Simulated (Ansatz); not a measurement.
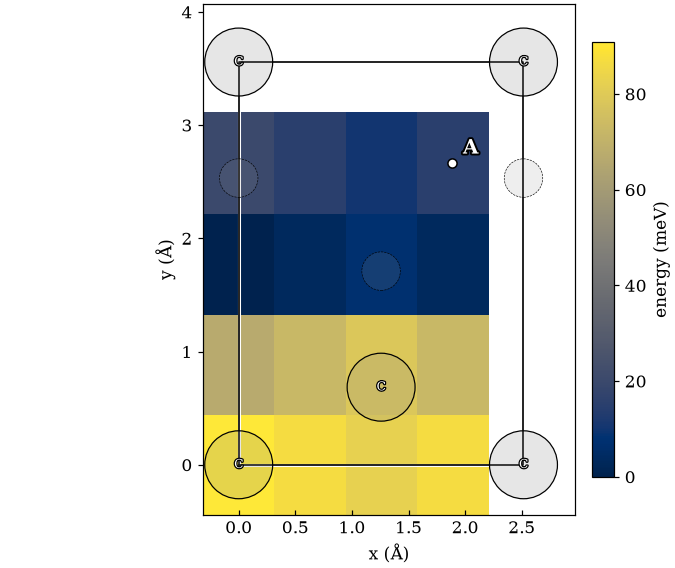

N₂ on a C(110) slab cut from the Fd-3m phase, its upper half relaxed before the scan (20 atoms of substrate and one adsorbate in a 2 × 1 cell). N2 is moved over the surface cell at a fixed height above a rigid substrate; the origin of the map has the adsorbate above C17; the height is held at 2.90 Å. Places are given modulo a cell vector. The map is drawn in real space over the plane of the surface. Grid: 4 × 4 points; 12 points were computed and 4 follow by symmetry. Places are given in fractions of the 1 × 1 surface cell. All energies are given in meV relative to the lowest grid point. At a fixed height the lowest place need not be the adsorption site. Method: DFT PBE+D3(BJ), scalar-relativistic, plane waves, PAW (Ansatz). Settings: cutoff 420 eV, k-mesh 5×8×1, gaussian smearing 0.05 eV, no spin polarisation.

In the figure: one coloured cell a grid point, labelled circles for the atoms of the top layer and small ones for the second layer, the outline of one cell of the plane, the point A.

> Is A at rest? If not, where is it pushed?

A, at (3/4, 3/4) of the cell vectors, is not a stationary point. The computed force is 0.069 eV/Å in the plane, pointing down in the picture (components −0.013 and −0.068 eV/Å).

PAW datasets: the set soft_1.
